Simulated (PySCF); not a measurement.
# C6H14OSi (SMILES CC(C)[C@H]1CCO[SiH2]1): what the fields show

```xyz
22

C    -2.0677   -0.5270   -0.9316
C    -1.0649   -0.5054    0.2191
C    -1.7302    0.0664    1.4718
C     0.1739    0.2994   -0.1735
C     1.2569    0.3256    0.9119
C     2.5724    0.6934    0.2278
O     2.6431    0.0518   -1.0254
Si    1.1912   -0.3449   -1.6609
H    -2.4012    0.4830   -1.1606
H    -1.6146   -0.9478   -1.8261
H    -2.9390   -1.1233   -0.6690
H    -0.7574   -1.5363    0.4305
H    -1.9976    1.1097    1.3127
H    -1.0654    0.0074    2.3299
H    -2.6374   -0.4866    1.7076
H    -0.1440    1.3300   -0.3686
H     1.3539   -0.6741    1.3418
H     1.0404    1.0302    1.7154
H     2.6325    1.7760    0.0662
H     3.4415    0.3819    0.8140
H     1.1434   -1.7926   -1.8406
H     0.9600    0.4025   -2.8931
```

Geometry: GFN2-xTB.

All numbers below come from PBE0/pcSseg-1, SCF density, gas phase, non-relativistic in PySCF.

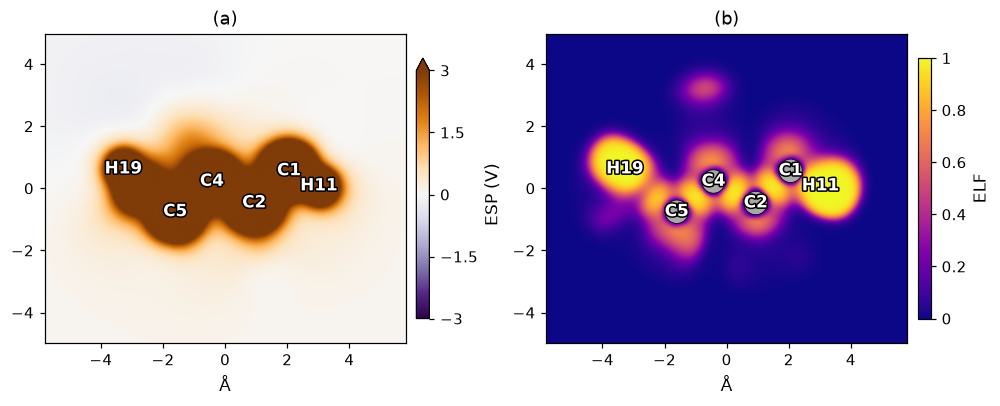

Figure 1. (a) electrostatic potential; (b) ELF on the plane of atoms C2, C1 and H11. Grey discs cover the atomic cores in the ELF map.

Question: Describe what can be read from this map.

Answer:
- The section cuts through C and H sites.
- C–C (1.53 Å): the ELF peaks at about 0.95 between the atoms: a covalent bond.
- C–H (1.09 Å): the ELF climbs to about 1 towards the hydrogen, as it does in any bond to H; an ordinary covalent bond to hydrogen.
- The potential has no marked negative region in this plane.

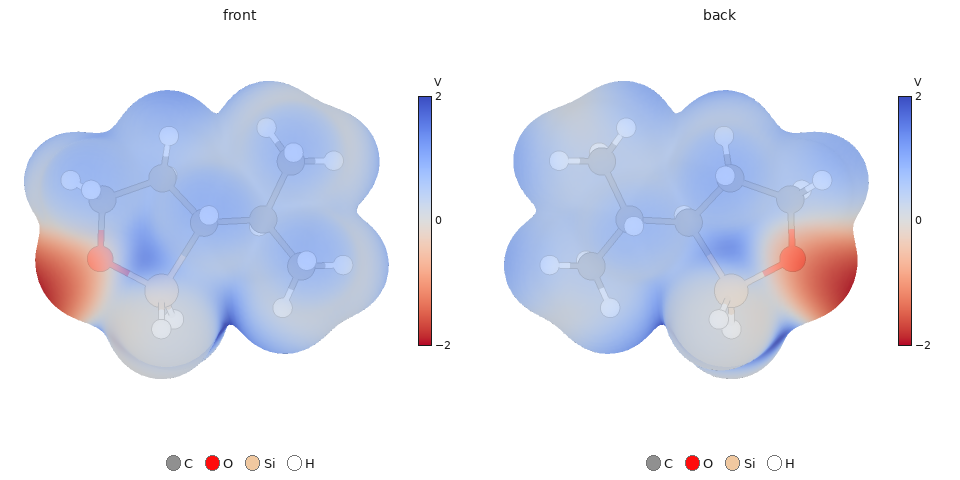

Figure 2. The electrostatic potential painted on the density surface at 0.004 e/bohr³, seen from the front and from behind; red is negative and blue positive.

Question: Which sites attract a positive test charge, and which a negative one?

Answer: A positive charge is drawn to the negative regions and a negative charge to the positive ones. The most negative region (about −1.8 V) lies over O7, the most positive (about +1.9 V) over Si8. O7 is the likeliest acceptor of a hydrogen bond.

Question: How polar is the molecule by this calculation?

Answer: Its dipole moment is 1.83 D.
